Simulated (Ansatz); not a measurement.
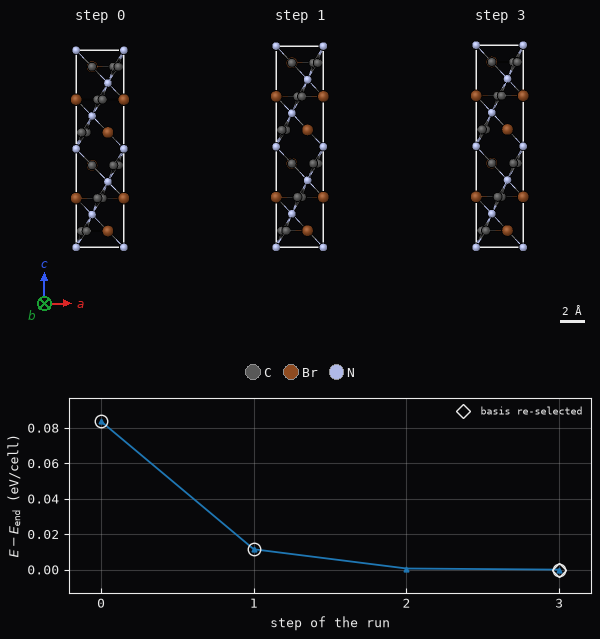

Frames of a relaxation of solid C3BrN (built on the rhombohedral perovskite_167 type) (coarse preliminary run), marked on the history of the run. Style: ball-and-stick. Shown: the conventional cell (3 times the calculation's cell), along the b axis. Lengths and directions refer to the drawn axes.

Case: rhombohedral perovskite type (R-3c, No. 167).

Level of theory: Ansatz 0.2.0, DFT PBE, scalar-relativistic, plane waves, PAW.

Input file:
```yaml
crystal:
  lattice:
    - [2.3329026666, 1.3469019826, 5.56217627]
    - [-2.3329026666, 1.3469019826, 5.56217627]
    - [0.0, -2.6938039651, 5.56217627]
  atoms:
    - { symbol: C, position: [0.6967701143, 0.8032298857, 0.25] }
    - { symbol: C, position: [0.8032298857, 0.25, 0.6967701143] }
    - { symbol: C, position: [0.3032298857, 0.1967701143, 0.75] }
    - { symbol: C, position: [0.75, 0.3032298857, 0.1967701143] }
    - { symbol: C, position: [0.1967701143, 0.75, 0.3032298857] }
    - { symbol: C, position: [0.25, 0.6967701143, 0.8032298857] }
    - { symbol: Br, position: [0.25, 0.25, 0.25] }
    - { symbol: Br, position: [0.75, 0.75, 0.75] }
    - { symbol: "N", position: [0.0, 0.0, 0.0] }
    - { symbol: "N", position: [0.5, 0.5, 0.5] }
basis:
  ecutwfc: 420
kpoints:
  mp_grid: { grid: [6, 6, 6] }
hamiltonian:
  xc: pbe
scf:
  occupations: { method: gaussian, width: 0.1 }
  lower_state_search: "off"
output:
  forces: true
  stress: true
  eigenvalues: true
relax:
  adjacent_minimum: "off"
  f_tol: 0.04
  max_steps: 70
  cell: { stress_tol: 0.4 }
```

Run as
```bash
ansatz run input.yaml --threads 1 --pin off --max-ram 2560MiB --backend cpu --events-out ev --progress --plain --runs-dir out
```

What happens along the run?

After 2 accepted moves (3 points after the start) the energy has fallen by 83.6 meV per cell of the calculation. The largest force component goes from 0.29 to 0.031 eV/Å. The pressure goes from −0.13 to 0.02 GPa. At 1 point the geometry stayed and the basis and grid were re-selected for the new cell (energy shift of 0.6 meV per cell of the calculation at most each time). The largest moves relative to the cell, 0.049 Å, are those of C1, C2, C3, C4, C5 and C6. C6 goes along +b. Br and N stay in place. Cell: a = b 4.666 → 4.600 Å (−1.4 %), c 16.687 → 17.120 Å (+2.6 %). Volume −0.3 %. Near-neighbour distances that change, for instance: C1–Br7 2.085 → 2.104 Å, C1–N10 1.952 → 1.959 Å. The space group stays R-3c (No. 167). The run took 36 s on 1 thread of Arm Neoverse V1, with other jobs on the host, peak memory 0.43 GiB. From step 0 to 1: C atoms move most (0.03 Å), volume −0.2 %, energy −72.1 meV per cell of the calculation. From step 1 to 3: C atoms move most (0.02 Å), volume −0.1 %, energy −11.5 meV per cell of the calculation.
